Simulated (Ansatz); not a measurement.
# LiMgF3 (model cell, started as cubic perovskite with Mg in the octahedra): from the cell to its phonons

How does LiMgF3 (model cell, started as cubic perovskite with Mg in the octahedra) vibrate, and is this structure a minimum?

Main program and level: Ansatz 0.2.0; DFT PBEsol, scalar-relativistic, plane waves, PAW; PAW set soft_1.

The structure was built from a prototype and need not be the compound's stable phase.

## 1. The structure

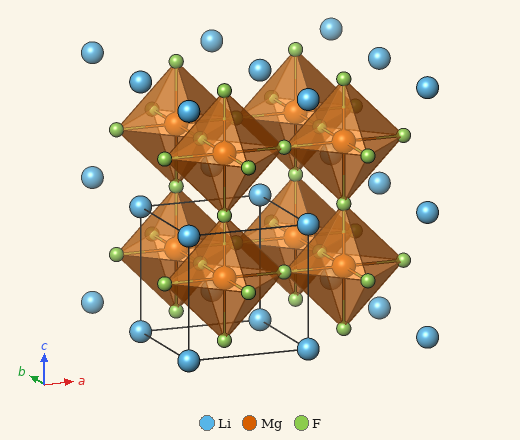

The starting structure, seen slightly off an axis (lithium blue, magnesium orange, fluorine green). 2×2×2 cells are drawn. Some periodic images of atoms are drawn too.

## 2. Relaxation

The cell and atoms are relaxed, since residual forces and stress would shift the frequencies.

Input file input.yaml:

```yaml
crystal:
  lattice:
    - [4.018, 0.0, 0.0]
    - [0.0, 4.018, 0.0]
    - [0.0, 0.0, 4.018]
  atoms:
    - { symbol: Li, position: [0.0, 0.0, 0.0] }
    - { symbol: Mg, position: [0.5, 0.5, 0.5] }
    - { symbol: F, position: [0.5, 0.5, 0.0] }
    - { symbol: F, position: [0.5, 0.0, 0.5] }
    - { symbol: F, position: [0.0, 0.5, 0.5] }
kpoints:
  mp_grid: { grid: [6, 6, 6] }
hamiltonian:
  xc: pbesol
  pseudopotentials: { kind: paw, azcp: { folder: soft_1 }, xc_functional: pbe }
scf:
  occupations: { method: gaussian, width: 0.02 }
output:
  forces: true
  stress: true
  eigenvalues: true
  write_density: true
  write_potential: true
  elf: true
  volumetric_format: npy
relax:
  adjacent_minimum: "off"
  f_tol: 0.005
  max_steps: 80
  cell: { stress_tol: 0.05 }
```

The run is started by

```console
> ansatz run input.yaml --threads 8 --pin off --max-ram 16384MiB --backend cpu --events-out ev --progress --plain --runs-dir out
```

Numbers of over 12 decimals in the logs are rounded to 6 here.

The program printed:

```text
Engine: ansatz 0.2.0, x86_64-unknown-linux-gnu
Pseudopotentials: kind: paw
Pseudopotential: Li, paw, valence charge 3, recommended cutoff 420 eV (normal), soft_1/Li.paw.azcp
Pseudopotential: Mg, paw, valence charge 10, recommended cutoff 420 eV (normal), soft_1/Mg.paw.azcp
Pseudopotential: F, paw, valence charge 7, recommended cutoff 420 eV (normal), soft_1/F.paw.azcp
Functional definition: PBEsol
  exchange = pbesol_x
  correlation = pbesol_c
Crystal: 5 atoms, lattice volume = 64.868 Å³
Basis set: ecut = 420 eV, 1309 PW (Γ), exchange–correlation on 54×54×54 points (8 copies of the dense FFT grid, shifted against one another)
Bands: 22, of which v1, the nominal top of the filled ones, is band 17 counted from 1 (16 counted from 0)
Symmetry: 48 space group operations
Space group: Pm-3m (ITA 221), of the structure as read, at distance tolerance 4.0e-5 Å
k-points: 20 of 216
Non-local potential: Li, projectors of the file, l = 0: 3, l = 1: 2, l = 2: 1
Non-local potential: Mg, projectors of the file, l = 0: 3, l = 1: 2, l = 2: 1
Non-local potential: F, projectors of the file, l = 0: 2, l = 1: 2, l = 2: 1
PAW form: soft (Blöchl's): semilocal exchange-correlation on the pseudo side does not see the compensation charge
PAW frozen core: Mg, regenerated for the run's functional, and the local potential with it (the file was generated under x = pbe(κ = 0.804, μ = 0.219515), c = pbe(β = 0.066725))
PAW frozen core: F, regenerated for the run's functional, and the local potential with it (the file was generated under x = pbe(κ = 0.804, μ = 0.219515), c = pbe(β = 0.066725))
PAW one-centre angular grid: Li, 110 points (default); XC on 64 Gauss nodes
PAW one-centre angular grid: Mg, 110 points (default); XC on 64 Gauss nodes
PAW one-centre angular grid: F, 110 points (default); XC on 64 Gauss nodes
Initial density: superposition of atomic densities (chi_scale 0.1, normalization cell, long waves kept (reshape's long-wave potential 0.01 eV rms))
Initial wavefunctions: pseudopotential atomic-orbital guess
Functional: x = pbesol(κ = 0.804, μ = 0.123457), c = pbesol(β = 0.046)
SCF iter   1: F=—  HF=-4524.664719 eV  |F-HF|=—  |Δ(HF+E_count)|=         —  Δρ=1.00e-1  dr2=4.48e0  ethr=3.10e-3  ⟨swp⟩=6.5  Hψ=2206  notcnv=0
preconditioner: auto → Resta (q_TF=auto, 2.450 Å⁻¹)  ε∞=3.1  [insulator: Δε(μ)=4.355 eV  Ē_g=15.677 eV  σ=0.020 eV  W_gap=1.00  n_scr=18 (ndim 8)  ℏωp=22.6 eV  f_vac=0.000  D(μ)=0.00/eV (n_scr^D=0)  ε∞_Penn≈3.1]
SCF iter   2: F=—  HF=-4523.545861 eV  |F-HF|=—  |Δ(HF+E_count)|=    1.12e0  Δρ=4.31e-2  dr2=1.08e0  ethr=3.10e-3  ⟨swp⟩=2.2  Hψ=1007  notcnv=0  defer=20
SCF iter   3: F=—  HF=-4523.341995 eV  |F-HF|=—  |Δ(HF+E_count)|=   2.04e-1  Δρ=1.81e-2  dr2=2.17e-1  ethr=3.10e-3  ⟨swp⟩=2.8  Hψ=821  notcnv=0  defer=20
SCF iter   4: F=—  HF=-4523.288073 eV  |F-HF|=—  |Δ(HF+E_count)|=   5.39e-2  Δρ=3.85e-3  dr2=1.45e-2  ethr=6.39e-4  ⟨swp⟩=3.1  Hψ=786  notcnv=0  defer=20
SCF iter   5: F=—  HF=-4523.287323 eV  |F-HF|=—  |Δ(HF+E_count)|=   7.50e-4  Δρ=1.21e-3  dr2=1.09e-3  ethr=4.28e-5  ⟨swp⟩=2.3  Hψ=894  notcnv=0  defer=20
SCF iter   6: F=—  HF=-4523.287726 eV  |F-HF|=—  |Δ(HF+E_count)|=   4.03e-4  Δρ=1.98e-4  dr2=3.59e-5  ethr=3.22e-6  ⟨swp⟩=2.1  Hψ=694  notcnv=0  defer=20
SCF iter   7: F=—  HF=-4523.287323 eV  |F-HF|=—  |Δ(HF+E_count)|=   4.02e-4  Δρ=4.84e-5  dr2=9.09e-7  ethr=1.06e-7  ⟨swp⟩=2.2  Hψ=730  notcnv=0  defer=18
SCF iter   8: F=-4523.287324 eV  HF=-4523.287324 eV  |F-HF|=4.69e-8  |Δ(HF+E_count)|=   7.28e-7  Δρ=7.94e-6  dr2=3.21e-8  ethr=2.94e-10  ⟨swp⟩=13.2  Hψ=3367  notcnv=0
SCF 1 converged in 8 iterations: F = -4523.287324 eV  dr2 = 3.21e-8
  greatest PAW one-centre occupation: 1.000 electrons in one spin orbital (limit 2), on the Mg atom at site 1 (counted from 0), in its partial waves of l = 0
relax step   1: F+E_penalty+E_count = -4523.28732406 eV  Δ(F+E_penalty+E_count) = +0.000e0 eV  max|allowed force component| = 1.179e-28 eV/Å  Δτ_max = 0.0000 Å  P = -6.540 GPa  Ω = 64.868 Å³  (8 SCF iters, dr2 threshold 1.00e-7 eV, accepted)
Crystal: 5 atoms, lattice volume = 62.135 Å³
Basis set: ecut = 420 eV, 1213 PW (Γ), exchange–correlation on 54×54×54 points (8 copies of the dense FFT grid, shifted against one another)
Initial density: handed on by an earlier stage of this run
Initial wavefunctions: those handed on with the density
iter 1 solved again at ethr=1.84e-5 eV; its pass at ethr=3.10e-3 eV (dr2=6.25e-3 eV) is discarded
SCF iter   1: F=—  HF=-4523.389322 eV  |F-HF|=—  |Δ(HF+E_count)|=         —  Δρ=2.91e-3  dr2=6.18e-3  ethr=1.84e-5  ⟨swp⟩=1.8  Hψ=2385  notcnv=0
preconditioner: auto → Resta (q_TF=auto, 2.467 Å⁻¹)  ε∞=2.9  [insulator: Δε(μ)=5.586 eV  Ē_g=16.796 eV  σ=0.020 eV  W_gap=1.00  n_scr=18 (ndim 8)  ℏωp=23.1 eV  f_vac=0.179  D(μ)=0.00/eV (n_scr^D=0)  ε∞_Penn≈2.9]
SCF iter   2: F=—  HF=-4523.386834 eV  |F-HF|=—  |Δ(HF+E_count)|=   2.49e-3  Δρ=1.71e-3  dr2=2.20e-3  ethr=1.82e-5  ⟨swp⟩=2.0  Hψ=840  notcnv=0
SCF iter   3: F=—  HF=-4523.385893 eV  |F-HF|=—  |Δ(HF+E_count)|=   9.41e-4  Δρ=5.16e-4  dr2=1.57e-4  ethr=6.46e-6  ⟨swp⟩=2.0  Hψ=814  notcnv=0
SCF iter   4: F=—  HF=-4523.385583 eV  |F-HF|=—  |Δ(HF+E_count)|=   3.10e-4  Δρ=2.89e-4  dr2=3.94e-5  ethr=4.61e-7  ⟨swp⟩=2.0  Hψ=808  notcnv=0
SCF iter   5: F=—  HF=-4523.385575 eV  |F-HF|=—  |Δ(HF+E_count)|=   8.17e-6  Δρ=6.68e-5  dr2=2.01e-6  ethr=1.16e-7  ⟨swp⟩=2.0  Hψ=661  notcnv=0
SCF iter   6: F=-4523.385576 eV  HF=-4523.385576 eV  |F-HF|=3.90e-8  |Δ(HF+E_count)|=   1.20e-6  Δρ=9.32e-6  dr2=8.15e-8  ethr=1.47e-9  ⟨swp⟩=9.7  Hψ=3090  notcnv=0
SCF 2 converged in 6 iterations: F = -4523.385576 eV  dr2 = 8.15e-8
relax step   2: F+E_penalty+E_count = -4523.38557588 eV  Δ(F+E_penalty+E_count) = -9.825e-2 eV  max|allowed force component| = 5.859e-29 eV/Å  Δτ_max = 0.0000 Å  P = -4.213 GPa  Ω = 62.135 Å³  energy of the carried Pulay correction = +5.883e-3 eV  (6 SCF iters, dr2 threshold 5.00e-7 eV, accepted)
Crystal: 5 atoms, lattice volume = 57.736 Å³
Basis set: ecut = 420 eV, 1141 PW (Γ), exchange–correlation on 54×54×54 points (8 copies of the dense FFT grid, shifted against one another)
iter 1 solved again at ethr=5.03e-5 eV; its pass at ethr=3.10e-3 eV (dr2=1.71e-2 eV) is discarded
SCF iter   1: F=—  HF=-4523.456716 eV  |F-HF|=—  |Δ(HF+E_count)|=         —  Δρ=5.13e-3  dr2=1.69e-2  ethr=5.03e-5  ⟨swp⟩=1.5  Hψ=2433  notcnv=0
preconditioner: auto → Resta (q_TF=auto, 2.498 Å⁻¹)  ε∞=2.9  [insulator: Δε(μ)=5.879 eV  Ē_g=17.387 eV  σ=0.020 eV  W_gap=1.00  n_scr=18 (ndim 8)  ℏωp=23.9 eV  f_vac=0.153  D(μ)=0.00/eV (n_scr^D=0)  ε∞_Penn≈2.9]
SCF iter   2: F=—  HF=-4523.449799 eV  |F-HF|=—  |Δ(HF+E_count)|=   6.92e-3  Δρ=2.92e-3  dr2=6.06e-3  ethr=4.97e-5  ⟨swp⟩=2.0  Hψ=841  notcnv=0
SCF iter   3: F=—  HF=-4523.447160 eV  |F-HF|=—  |Δ(HF+E_count)|=   2.64e-3  Δρ=4.73e-4  dr2=2.63e-4  ethr=1.78e-5  ⟨swp⟩=2.2  Hψ=825  notcnv=0
SCF iter   4: F=—  HF=-4523.446970 eV  |F-HF|=—  |Δ(HF+E_count)|=   1.90e-4  Δρ=1.46e-4  dr2=1.48e-5  ethr=7.73e-7  ⟨swp⟩=2.0  Hψ=824  notcnv=0
SCF iter   5: F=—  HF=-4523.446975 eV  |F-HF|=—  |Δ(HF+E_count)|=   4.74e-6  Δρ=1.69e-4  dr2=8.07e-6  ethr=4.34e-8  ⟨swp⟩=2.0  Hψ=680  notcnv=0
SCF iter   6: F=-4523.446973 eV  HF=-4523.446973 eV  |F-HF|=1.10e-7  |Δ(HF+E_count)|=   1.96e-6  Δρ=1.67e-5  dr2=2.38e-7  ethr=1.47e-9  ⟨swp⟩=6.9  Hψ=2816  notcnv=0
SCF 3 converged in 6 iterations: F = -4523.446973 eV  dr2 = 2.38e-7
relax step   3: F+E_penalty+E_count = -4523.44697329 eV  Δ(F+E_penalty+E_count) = -6.140e-2 eV  max|allowed force component| = 7.110e-30 eV/Å  Δτ_max = 0.0000 Å  P = +0.771 GPa  Ω = 57.736 Å³  energy of the carried Pulay correction = +1.591e-2 eV  (6 SCF iters, dr2 threshold 5.00e-7 eV, accepted)
[...]
relax step   4: F+E_penalty+E_count = -4523.44697004 eV  Δ(F+E_penalty+E_count) = +3.245e-6 eV  max|allowed force component| = 8.226e-30 eV/Å  Δτ_max = 0.0000 Å  P = -0.014 GPa  Ω = 58.331 Å³  energy of the carried Pulay correction = +1.451e-2 eV  (5 SCF iters, dr2 threshold 5.00e-7 eV, accepted)
[...]
relax step   5: F+E_penalty+E_count = -4523.43948972 eV  Δ(F+E_penalty+E_count) = +7.480e-3 eV  max|allowed force component| = 1.265e-29 eV/Å  Δτ_max = 0.0000 Å  P = -0.323 GPa  Ω = 58.331 Å³  stress off target by 3.23e-1 GPa  SCF on the basis re-selected at this cell (its energy is not comparable with the rows above)  (7 SCF iters)
[...]
relax step   6: F+E_penalty+E_count = -4523.44032246 eV  Δ(F+E_penalty+E_count) = -8.327e-4 eV  max|allowed force component| = 8.168e-30 eV/Å  Δτ_max = 0.0000 Å  P = +0.007 GPa  Ω = 58.084 Å³  energy of the carried Pulay correction = +5.877e-4 eV  (4 SCF iters, dr2 threshold 2.61e-7 eV, accepted)
iter 1 solved again at ethr=5.45e-8 eV; its pass at ethr=3.10e-3 eV (dr2=1.85e-5 eV) is discarded
SCF iter   1: F=—  HF=-4523.439972 eV  |F-HF|=—  |Δ(HF+E_count)|=         —  Δρ=3.71e-5  dr2=1.92e-7  ethr=5.45e-8  ⟨swp⟩=3.6  Hψ=3358  notcnv=0
preconditioner: auto → Resta (q_TF=auto, 2.495 Å⁻¹)  ε∞=2.9  [insulator: Δε(μ)=5.882 eV  Ē_g=17.348 eV  σ=0.020 eV  W_gap=1.00  n_scr=18 (ndim 8)  ℏωp=23.9 eV  f_vac=0.170  D(μ)=0.00/eV (n_scr^D=0)  ε∞_Penn≈2.9]
SCF iter   2: F=—  HF=-4523.439847 eV  |F-HF|=—  |Δ(HF+E_count)|=   1.24e-4  Δρ=1.97e-5  dr2=1.09e-7  ethr=5.65e-10  ⟨swp⟩=3.3  Hψ=945  notcnv=0
SCF iter   3: F=—  HF=-4523.439847 eV  |F-HF|=—  |Δ(HF+E_count)|=   7.05e-9  Δρ=1.18e-5  dr2=2.91e-8  ethr=3.22e-10  ⟨swp⟩=2.7  Hψ=796  notcnv=0
SCF iter   4: F=—  HF=-4523.439847 eV  |F-HF|=—  |Δ(HF+E_count)|=   1.52e-8  Δρ=3.14e-6  dr2=2.79e-9  ethr=8.55e-11  ⟨swp⟩=2.0  Hψ=687  notcnv=0
SCF iter   5: F=—  HF=-4523.439847 eV  |F-HF|=—  |Δ(HF+E_count)|=   1.46e-9  Δρ=2.15e-6  dr2=1.44e-9  ethr=8.21e-12  ⟨swp⟩=2.0  Hψ=775  notcnv=0
SCF iter   6: F=-4523.439847 eV  HF=-4523.439847 eV  |F-HF|=0.00e0  |Δ(HF+E_count)|=  4.61e-10  Δρ=2.11e-7  dr2=3.36e-11  ethr=1.00e-12  ⟨swp⟩=5.0  Hψ=2313  notcnv=0
SCF 7 converged in 6 iterations: F = -4523.439847 eV  dr2 = 3.36e-11
relax step   7: F+E_penalty+E_count = -4523.43984735 eV  Δ(F+E_penalty+E_count) = +4.751e-4 eV  max|allowed force component| = 6.728e-30 eV/Å  Δτ_max = 0.0000 Å  P = -0.008 GPa  Ω = 58.084 Å³  stress off target by 7.84e-3 GPa  SCF on the basis re-selected at this cell (its energy is not comparable with the rows above)  (6 SCF iters)
basis re-selected at this cell: Δ(F+E_penalty+E_count) = +4.751e-4 eV, ΔP = -0.014 GPa vs the last step (what re-selecting the basis moved, of the pressure what is left beyond the Pulay correction that the steps carried, after the strain that the cell walked since its last selection, with what the two solves' SCF thresholds leave and, on support functions, any second-order correction that the steps lacked; it is no m [...]
SCF converged after 6 iterations
Free energy (F): -4523.439847 eV
Harris-Foulkes:  -4523.439847 eV  (|F-HF|=0.00e0)
Internal energy: -4523.439847 eV  (E = F + TS)
E sigma→0 (E₀):  -4523.439847 eV
Fermi energy:    3.872805 eV
--- Per-component energies (eV) ---
  E_band       = -561.102742
  E_kinetic    = 682.165889
  E_local      = -3942.292651  (includes V_loc(G=0)·N_el)
  E_nonlocal   = 437.773782
  E_hartree    = 1439.295956
  E_xc         = -264.773421
  E_vxc        = -341.947602  (∫ρ·V_xc dr)
  E_paw        = -906.234037  (= ΣΔE_a)
  E_vpaw       = -275.395515  (= ΣTr[D̂ρ^β])
  E_aug_tail   = 0.001661  (compensation charges beyond the density's cutoff)
  E_ewald      = -1969.563217
  E_core_change = 0.186190  (= ΣΔE_core)
  E_smearing   = -0.000000  (= −TS)
  E_closure    = -0.000000  (closes the sum)
  Σ components = -4523.439847   (vs F -4523.439847, Δ=0.00e0)
--- Forces (eV/Å), atoms counted from 1 ---
  atom   1  Li     0.00000000    -0.00000000    -0.00000000
  atom   2  Mg    -0.00000000    -0.00000000    -0.00000000
  atom   3  F     -0.00000000     0.00000000     0.00000000
  atom   4  F     -0.00000000     0.00000000     0.00000000
  atom   5  F     -0.00000000    -0.00000000    -0.00000000
  max |Σ_I F_I| component: 1.30e-29 eV/Å
--- Stress (GPa, compression-positive) ---
       -0.007842      -0.000000      -0.000000
       -0.000000      -0.007842      -0.000000
       -0.000000      -0.000000      -0.007842
  P = ⅓ Tr σ = -0.0078 GPa (-0.078 kbar)
--- Band table (eV; the first three rows and the last of 20) ---
  k-point 0: bands = [... 13 lower, 0.2346, 0.4396, 0.4396, 0.4396, 6.8136, 13.9626, 13.9626, 13.9626, ... 1 higher]
  k-point 1: bands = [... 13 lower, 0.1616, 0.1807, 0.4030, 0.4030, 7.2162, 12.4880, 13.7737, 13.7737, ... 1 higher]
  k-point 2: bands = [... 13 lower, -0.0739, 0.0749, 0.3862, 0.3862, 8.1950, 10.9131, 13.4519, 13.4519, ... 1 higher]
  k-point 19: bands = [... 13 lower, -0.2769, 0.9319, 0.9319, 0.9319, 10.7911, 12.2973, 12.2973, 12.2973, ... 1 higher]
--- Relaxed structure (5 steps of the walk, 5 accepted, 2 SCFs on fresh bases) ---
  F+E_penalty+E_count = -4523.43984735 eV   max|allowed force component| = 6.728e-30 eV/Å   (the final SCF, on the basis selected at the relaxed cell)
  cell:  # Å, volume = 58.0836 Å³
    - [3.872737, 0, 0]
    - [0, 3.872737, 0]
    - [0, 0, 3.872737]
  atoms:
    - { symbol: Li, position: [0, 0, 0] }
    - { symbol: Mg, position: [0.5, 0.5, 0.5] }
    - { symbol: F, position: [0.5, 0.5, 0] }
    - { symbol: F, position: [0.5, 0, 0.5] }
    - { symbol: F, position: [0, 0.5, 0.5] }
```

Wall time 1.9 s (8 threads of INTEL XEON PLATINUM 8581C at 2.30GHz (Emerald Rapids), shared host); peak memory 0.42 GiB; 9.8 s of CPU time.

Step by step:

```
step  energy less that of the first step (eV)  largest force component (eV/Å)  pressure (GPa)  volume (Å³)
   1                                   0.0000                          0.0000           -6.54        64.87
   2                                  -0.0983                          0.0000           -4.21        62.14
   3                                  -0.1596                          0.0000            0.77        57.74
   4                                  -0.1596                          0.0000           -0.01        58.33
  5*                                  -0.1522                          0.0000           -0.32        58.33
   6                                  -0.1530                          0.0000            0.01        58.08
  7*                                  -0.1525                          0.0000           -0.01        58.08
```

Relaxation steps marked * repeat the geometry before them on a plane-wave basis chosen anew for their cell, so energy and pressure can jump there.

The run keeps the 48 symmetry operations that it works with, so distortions that break them were not tested.

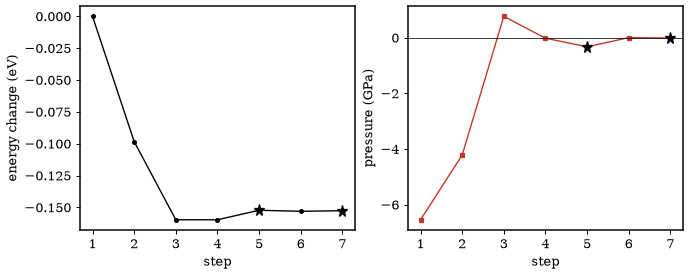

Energy and pressure along the relaxation. Stars mark steps on a basis chosen anew.

```
conventional cell, symmetrised  before  after   change
                         a (Å)   4.018  3.873   -3.6 %
                         b (Å)   4.018  3.873   -3.6 %
                         c (Å)   4.018  3.873   -3.6 %
              volume (Å³/atom)   12.97  11.62  -10.5 %
```

Final coordinates:

```xyz
5
Lattice="3.8727 0.0000 0.0000 0.0000 3.8727 0.0000 0.0000 0.0000 3.8727" Properties=species:S:1:pos:R:3 pbc="T T T"
Li    0.0000    0.0000    0.0000
Mg    1.9364    1.9364    1.9364
F     1.9364    1.9364    0.0000
F     1.9364    0.0000    1.9364
F     0.0000    1.9364    1.9364
```

Numbers from this step:

* pressure: -0.007842 GPa
* gap on the k-mesh: 5.882 eV
* volume per atom: 11.62 Å³
* direct gap on mesh: 6.374 eV

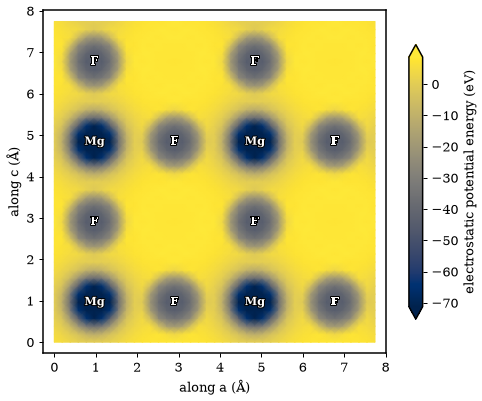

Electrostatic potential energy in the ac plane at fractional y = 0.500, with atoms of Mg and F within 0.2 Å of it. With pseudopotentials it is smooth inside the atoms' cores, unlike the true potential. The map starts off the cell's origin, so that atoms lie inside it.

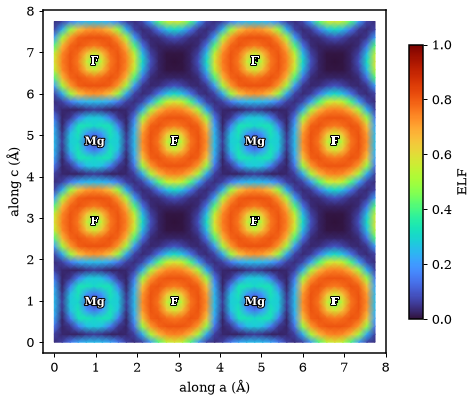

ELF in the ac plane at fractional y = 0.500, with atoms of Mg and F within 0.2 Å of it. It is the smooth field of the valence electrons, not physical close to the nuclei. The map starts off the cell's origin, so that atoms lie inside it.

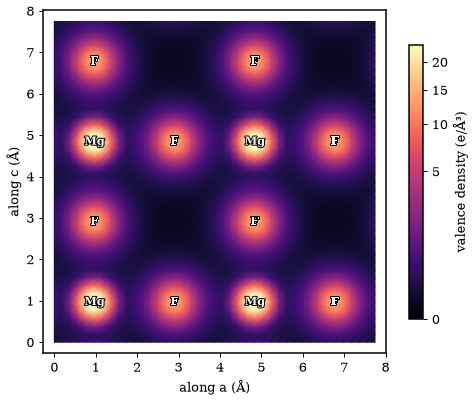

Valence density in the ac plane at fractional y = 0.500, with atoms of Mg and F within 0.2 Å of it. It is the smooth field of the valence electrons, not physical close to the nuclei. The map starts off the cell's origin, so that atoms lie inside it. The colour scale is stretched toward low values.

In this step the volume went from 12.97 to 11.62 Å³/atom.

## 3. Bringing the structure to rest

The relaxation is repeated from its end on the same settings, as a check that it has come to rest.

input.yaml: that of step 2 with these lines changed.

```diff
@@ -2,5 +2,5 @@
   lattice:
-    - [4.018, 0.0, 0.0]
-    - [0.0, 4.018, 0.0]
-    - [0.0, 0.0, 4.018]
+    - [3.8727366541, 0.0, 0.0]
+    - [0.0, 3.8727366541, 0.0]
+    - [0.0, 0.0, 3.8727366541]
   atoms:
@@ -22,6 +22,2 @@
   eigenvalues: true
-  write_density: true
-  write_potential: true
-  elf: true
-  volumetric_format: npy
 relax:
```

The program printed:

```text
[...]
Crystal: 5 atoms, lattice volume = 58.084 Å³
Basis set: ecut = 420 eV, 1141 PW (Γ), exchange–correlation on 54×54×54 points (8 copies of the dense FFT grid, shifted against one another)
Bands: 22, of which v1, the nominal top of the filled ones, is band 17 counted from 1 (16 counted from 0)
Symmetry: 48 space group operations
[...]
k-points: 20 of 216
[...]
--- Relaxed structure (1 steps of the walk, 1 accepted, 1 SCFs on fresh bases) ---
[...]
cell:  # Å, volume = 58.0836 Å³
    - [3.8727366541, 0.0, 0.0]
    - [0.0, 3.8727366541, 0.0]
    - [0.0, 0.0, 3.8727366541]
  atoms:
    - { symbol: Li, position: [0.0, 0.0, 0.0] }
    - { symbol: Mg, position: [0.5, 0.5, 0.5] }
    - { symbol: F, position: [0.5, 0.5, 0.0] }
    - { symbol: F, position: [0.5, 0.0, 0.5] }
    - { symbol: F, position: [0.0, 0.5, 0.5] }
[key lines of the parts left out:]
SCF converged after 8 iterations
Free energy (F): -4523.439847 eV
Fermi energy:    3.872809 eV
P = ⅓ Tr σ = -0.0078 GPa (-0.078 kbar)
```

Wall time 0.58 s (8 threads); peak memory 0.4 GiB; 2.8 s of CPU time.

Little changed from the start: no atom moved by 0.005 Å and no cell edge by 0.1 %.

This step gave:

```
pressure : -0.007829 GPa
```

In this step the volume went from 11.62 to 11.62 Å³/atom.

## 4. Tight relaxation

Phonons need a cell at rest on their own settings, so the relaxation is repeated with tight tolerances on forces and stress, using the mesh and the filling of the phonon run that follows.

input.yaml, the sections that differ from step 3:

```yaml
kpoints:
  mp_grid: { grid: [8, 8, 8] }
scf:
  occupations: { method: fixed }
relax:
  adjacent_minimum: "off"
  f_tol: 0.001
  max_steps: 60
  cell: { stress_tol: 0.01 }
# crystal, hamiltonian, output: as in step 3
```

The program printed:

```text
[...]
Crystal: 5 atoms, lattice volume = 58.084 Å³
Basis set: ecut = 420 eV, 1141 PW (Γ), exchange–correlation on 54×54×54 points (8 copies of the dense FFT grid, shifted against one another)
Bands: 22, of which v1, the nominal top of the filled ones, is band 17 counted from 1 (16 counted from 0)
Symmetry: 48 space group operations
[...]
k-points: 35 of 512
[...]
--- Relaxed structure (1 steps of the walk, 1 accepted, 1 SCFs on fresh bases) ---
[...]
cell:  # Å, volume = 58.0836 Å³
    - [3.8727366541, 0.0, 0.0]
    - [0.0, 3.8727366541, 0.0]
    - [0.0, 0.0, 3.8727366541]
  atoms:
    - { symbol: Li, position: [0.0, 0.0, 0.0] }
    - { symbol: Mg, position: [0.5, 0.5, 0.5] }
    - { symbol: F, position: [0.5, 0.5, 0.0] }
    - { symbol: F, position: [0.5, 0.0, 0.5] }
    - { symbol: F, position: [0.0, 0.5, 0.5] }
[key lines of the parts left out:]
SCF converged after 10 iterations
Free energy (F): -4523.439971 eV
Fermi energy:    0.931924 eV
P = ⅓ Tr σ = -0.0074 GPa (-0.074 kbar)
```

Elapsed: 0.74 s, on 8 threads; peak memory 0.42 GiB.

Little changed from the start: no atom moved by 0.005 Å and no cell edge by 0.1 %.

This step gave:

```
pressure : -0.007446 GPa
```

The forces vanish by symmetry and the pressure is -0.007 GPa, within the tolerances set. The cell now holds 11.62 Å³/atom.

[end of part 1 of 2]

[Logs are printed without paths, hosts, clocks, repeated set-up lines and the standing remarks that a program may print on its own settings, such as how far it seeks lower states.]

[Hosts, paths, dates, database ids (printed as entryN), source tags and the programs' standing remarks are cut or masked in the printed files.]
